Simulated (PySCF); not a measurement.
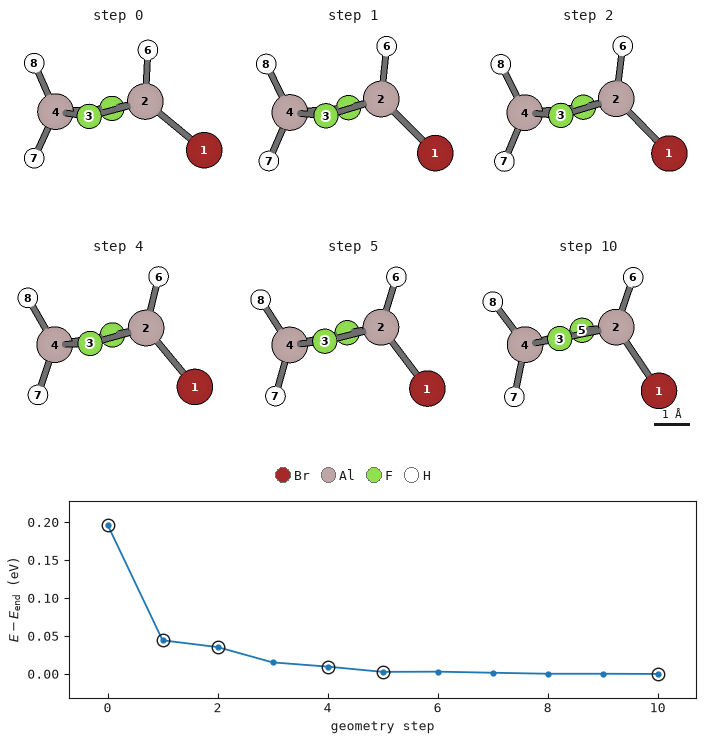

Frames of a relaxation of Al2H3BrF2, marked on the history of the run. The picture is a ball-and-stick view, seen at a tilt.

The start comes from GFN2-xTB. Its atoms were then displaced at random by about 0.01 Å.

The calculation used PBE0-D3(BJ)/def2-SVP geometry optimisation, gas phase in PySCF. 

Question: Describe the path.

Answer: The largest move after the best rigid fit is that of Br1, 0.55 Å. By element the largest moves are Br 0.55 Å, H 0.48 Å, F 0.27 Å, Al 0.16 Å. Some distances before and after: F3–Al4 1.800 → 1.856 Å, Al4–F5 1.806 → 1.855 Å, Al2–H6 1.516 → 1.564 Å, Al4–H7 1.527 → 1.573 Å. Among the angles between lasting bonds that change: Br1–Al2–F3 118.3° → 108.6°, F3–Al2–H6 103.4° → 112.3°, Br1–Al2–F5 117.4° → 108.8°. The energy falls by 0.197 eV in 10 geometry steps. From step 0 to 1: H6 moves most (0.16 Å), energy −0.152 eV. From step 1 to 2: H6 moves most (0.03 Å), energy −0.009 eV. From step 2 to 4: H6 moves most (0.18 Å), energy −0.026 eV. From step 4 to 5: Br1 moves most (0.09 Å), energy −0.007 eV. From step 5 to 10: Br1 moves most (0.13 Å), energy −0.003 eV.

| step | E − E(0), eV |
| --- | --- |
| 0 | 0.0000 |
| 1 | -0.1524 |
| 2 | -0.1613 |
| 3 | -0.1815 |
| 4 | -0.1871 |
| 5 | -0.1940 |
| 6 | -0.1937 |
| 7 | -0.1951 |
| 8 | -0.1965 |
| 9 | -0.1965 |
| 10 | -0.1967 |
